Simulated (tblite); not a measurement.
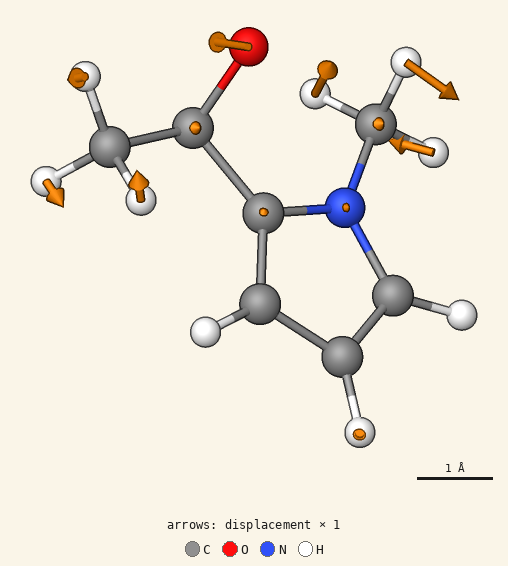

A relaxation of C7H9NO (charge −1, multiplicity 2). The starting structure is drawn; orange arrows show the displacements, at their true length. The two geometries are superimposed by the best rigid fit.

Style: ball-and-stick. Shown at a tilt.

Theory: GFN2-xTB geometry optimisation, gas phase in tblite 0.8.0. 

Q: What happened in the run?

A: The atom that moves furthest after the best rigid fit is the O atom (1.05 Å). By element the largest moves are O 1.05 Å, H 1.04 Å, C 0.18 Å, N 0.08 Å. Some distances before and after: C–O 1.418 → 1.285 Å, C–C 1.487 → 1.403 Å, C–C 1.370 → 1.417 Å, C–N 1.352 → 1.397 Å. Among the angles between lasting bonds that change: O–C–C 106.5° → 126.2°, C–C–O 105.7° → 118.3°, N–C–H 113.2° → 106.7°. Groups turn about C–N by about 45°. After 146 geometry steps the energy has fallen by 40.1 kcal/mol. The run took 1 s on 1 thread of Arm Neoverse V1, on a shared host.
